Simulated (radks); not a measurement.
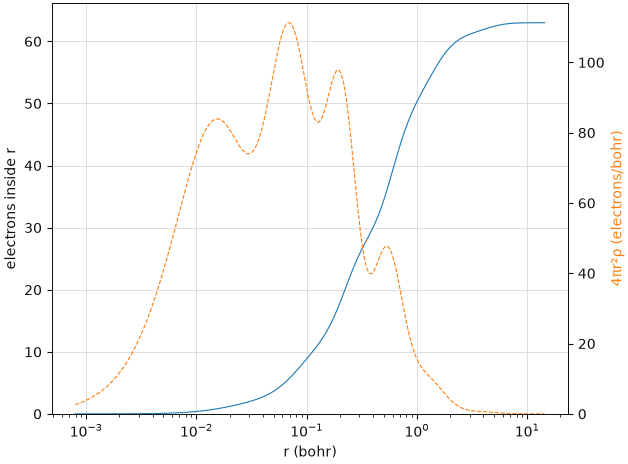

System: atomic europium (Eu), configuration [Xe] 4f7 6s2 (high spin). Level of theory: scalar-relativistic Kohn-Sham, PBE, spin-polarised, spherical densities, finite nucleus. Computed with the in-house radial solver radks.

The plot shows the number of electrons inside radius r (solid) and the radial density 4πr²ρ (dashed).

Question: Read the plot.

Answer: The count levels off at 63 electrons. Half of them lie within 0.435 bohr, 90 % within 1.59 bohr and 99 % within 4.86 bohr. The radial density has minima at 0.0296, 0.127 and 0.380 bohr, where the count stands at 1.9, 11.2 and 29.2; these part the shells that the density resolves.
